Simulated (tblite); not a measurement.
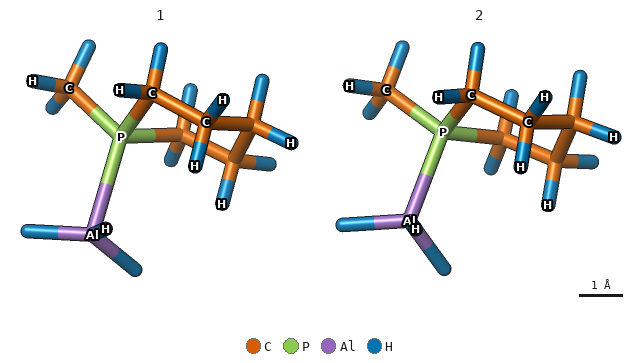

Two geometries of C6H16AlP, drawn at one scale. One is the start of a relaxation, the other its converged end. The picture is a stick view, seen at a tilt.

Computed with tblite, GFN2-xTB geometry optimisation, gas phase. 

### Which one is relaxed?

Structure 1 is the relaxed one. The largest move after the best rigid fit is that of the Al atom, 0.36 Å. By element the largest moves are Al 0.36 Å, H 0.24 Å, P 0.13 Å, C 0.10 Å. Some distances before and after: Al–P 2.290 → 2.487 Å, C–P 1.798 → 1.835 Å, Al–H 1.599 → 1.574 Å, C–H 1.118 → 1.094 Å. Bond angles that change, for instance: P–Al–H 108.8° → 97.2°, P–Al–H 109.5° → 98.4°, C–P–Al 110.1° → 121.1°. Over 72 geometry steps the energy falls by 15.3 kcal/mol.
